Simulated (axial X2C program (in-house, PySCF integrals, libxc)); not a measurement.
## Run report: GeB⁻, relativistic diatomic calculation

System: GeB⁻, single determinant with Ω = 2.
Method: PBE0, two-component X2C with atomic mean-field Coulomb and Gaunt terms, Ge dyall-acv3z, B dyall-av3z (cores contracted) (axial X2C program (in-house, PySCF integrals, libxc)).

**The input**
```
{"zs": [32, 5], "q": -1, "bas": ["dyall-acv3z", "dyall-av3z"], "levels": ["PBE0", "HF", "LDA"], "cc": true, "r0": 2.06, "thr": -1.0, "nmax": 90, "npts": 10, "nst": 2, "ntry": 6}
```

The line is the task of a batch: nuclear charges, charge, bases, the levels to run, a first guess of the distance and further settings. This report covers PBE0 with spin-orbit coupling. The log is that of the reference distance 1.922 Å, started from orbitals converged before.

The run was one of a batch that the task file lists, launched with:
```bash
python <driver script> task.json out
```

**Log**
```
two-component X2C + atomic mean field  PBE0
basis functions 182  fitting functions 1002  grid points 5076
iter        total energy     max residual
   1      -2122.655578133     1.27e-05
   2      -2122.655578139     1.42e-05
   3      -2122.655578141     8.75e-06
converged
one-electron -3049.95377724  Coulomb 967.98305124  exact exchange -20.60075813  xc functional -63.41416698  nuclear repulsion 44.05221319  atomic mean-field constant -0.72214022
```

**The points of the curve**

| R (Å) | E (hartree) | dipole (D; origin at the first atom, positive when the second is positive) | highest filled (eV) | lowest empty (eV) |
| --- | --- | --- | --- | --- |
| 1.672 | −2122.627477 | −3.61 | 0.02 | 1.86 |
| 1.749 | −2122.643894 | −3.85 | 0.11 | 1.90 |
| 1.807 | −2122.650980 | −4.03 | 0.16 | 1.92 |
| 1.864 | −2122.654619 | −4.19 | 0.21 | 1.94 |
| 1.922 | −2122.655578 | −4.36 | 0.25 | 1.95 |
| 1.989 | −2122.654104 | −4.53 | 0.29 | 1.96 |
| 2.057 | −2122.650580 | −4.69 | 0.32 | 1.97 |
| 2.143 | −2122.643970 | −4.87 | 0.36 | 1.97 |
| 2.249 | −2122.633976 | −5.05 | 0.39 | 1.97 |
| 2.402 | −2122.617842 | −5.26 | 0.44 | 1.98 |

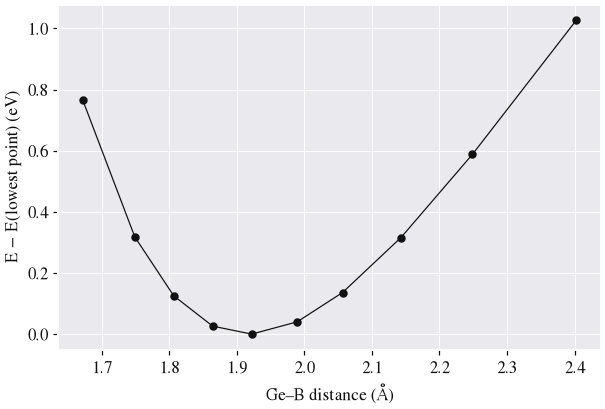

**Figure 1.** Energy at 10 bond lengths, for one set of occupations held fixed; the line joins the points. A polynomial of degree 6 through 9 points gives rₑ = 1.917 Å, ωₑ = 700.4 cm⁻¹, ωₑxₑ = 4.0 cm⁻¹ and Bₑ = 0.4786 cm⁻¹. The minimum lies 3.30 eV below Ge⁻ + B, each computed as one determinant at the same level.

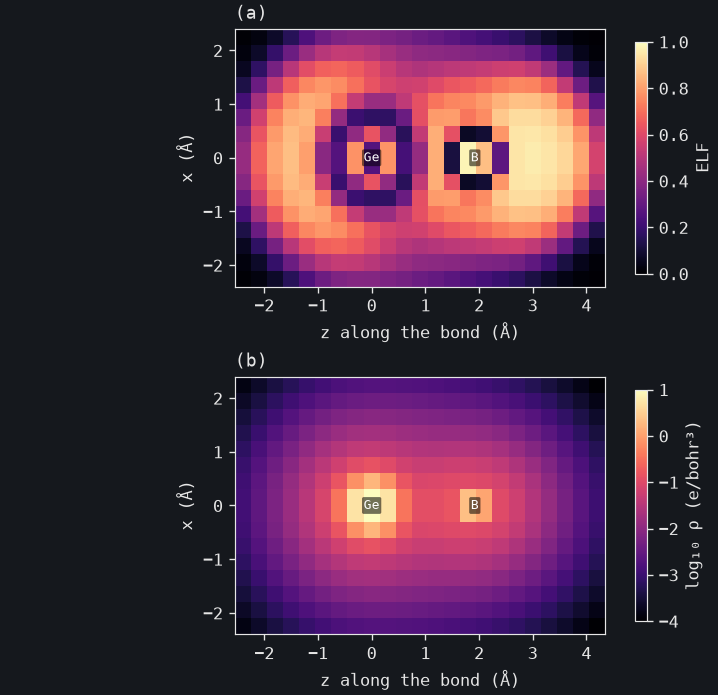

**Figure 2.** (a) electron localisation function; (b) electron density on a logarithmic scale, in a plane that holds the axis, at 1.92 Å, on points 0.3 Å apart (one half computed, the other mirrored); the structure near the nuclei is finer than these points.

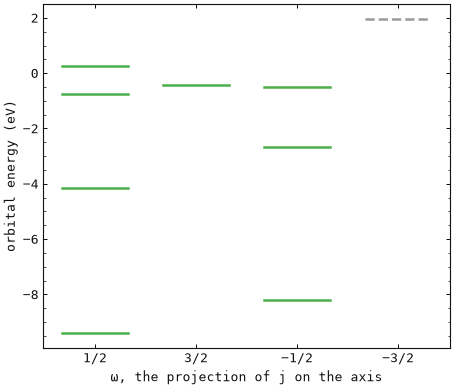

**Figure 3.** Orbital energies near the frontier at 1.92 Å, filled (solid) and empty (dashed). The highest filled spinor (1/2; 52 % Ge p, 39 % B p) lies at 0.25 eV, the lowest empty one (−3/2; 53 % Ge p, 40 % B p) at 1.95 eV. A filled level above zero is held only by the finite basis .

**Summary**

- outcome: converged; a filled level lies above zero
- bond length rₑ: 1.917 Å
- ωₑ: 700.4 cm⁻¹
- energy at the minimum: −2122.65558 hartree
- depth below the fragments: 3.30 eV
- hardware: 1 thread of Arm Neoverse V2, 24 GiB of memory available, shared host
- wall time: 6.1 s

**Remarks**

The highest filled level (PBE0, up to 0.44 eV) lies above zero. That is common for anions, where the functional's self-interaction leaves the outer electrons unbound; only the finite basis holds them, so such levels depend on it.
